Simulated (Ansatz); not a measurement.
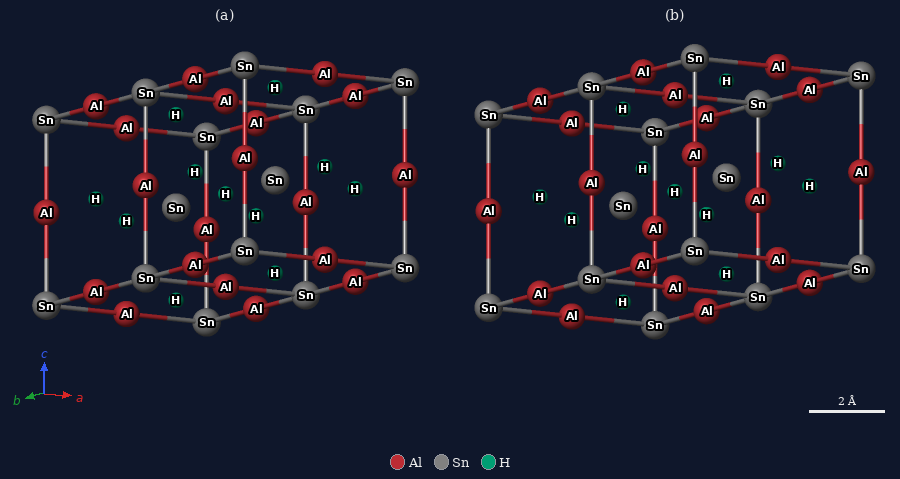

The structure of solid Al₃Sn₂H₃ (a generated structure, set up in Pm-3m) (coarse preliminary run) before (left) and after (right) a relaxation, at one scale.

A ball-and-stick model of the cell of the calculation, repeated 1 × 2 × 1 with one cell outlined, seen from a free direction.

Method: DFT PBE, scalar-relativistic, plane waves, PAW (Ansatz).

The input:
```yaml
crystal:
  lattice:
    - [5.03578864, 0.0, 0.0]
    - [0.0, 5.03578864, 0.0]
    - [0.0, 0.0, 5.03578864]
  atoms:
    - { symbol: Al, position: [0.5, 0.0, 0.0] }
    - { symbol: Al, position: [0.0, 0.5, 0.0] }
    - { symbol: Al, position: [0.0, 0.0, 0.5] }
    - { symbol: Sn, position: [0.5, 0.5, 0.5] }
    - { symbol: Sn, position: [0.0, 0.0, 0.0] }
    - { symbol: H, position: [0.0, 0.5, 0.5] }
    - { symbol: H, position: [0.5, 0.0, 0.5] }
    - { symbol: H, position: [0.5, 0.5, 0.0] }
basis:
  ecutwfc: 420
kpoints:
  mp_grid: { grid: [4, 4, 4] }
hamiltonian:
  xc: pbe
scf:
  occupations: { method: gaussian, width: 0.1 }
  lower_state_search: "off"
output:
  forces: true
  stress: true
  eigenvalues: true
relax:
  adjacent_minimum: "off"
  f_tol: 0.04
  max_steps: 70
  cell: { stress_tol: 0.4 }
```

Launched with:
```bash
ansatz run input.yaml --threads 1 --pin off --max-ram 2048MiB --backend cpu --events-out ev --progress --plain --runs-dir out
```

### Describe what moved and what it gained.

The atoms keep their places relative to the cell (all moves are under 0.005 Å). Cell: a = b = c 5.036 → 5.235 Å (+3.9 %). Volume +12.3 %. Among the contacts that change: Al1–Sn5 2.518 → 2.617 Å. The space group stays Pm-3m (No. 221). After 2 accepted moves (3 points after the start) the energy has fallen by 0.289 eV per cell of the calculation. All forces vanish by symmetry, so only the cell relaxes. The pressure goes from 6.38 to −0.10 GPa. At 1 point the geometry stayed and the basis and grid were re-selected for the new cell (energy shift of 8.5 meV per cell of the calculation at most each time). Cost: 10 s on 1 thread of Arm Neoverse V1, on a shared host, peak memory 0.37 GiB.
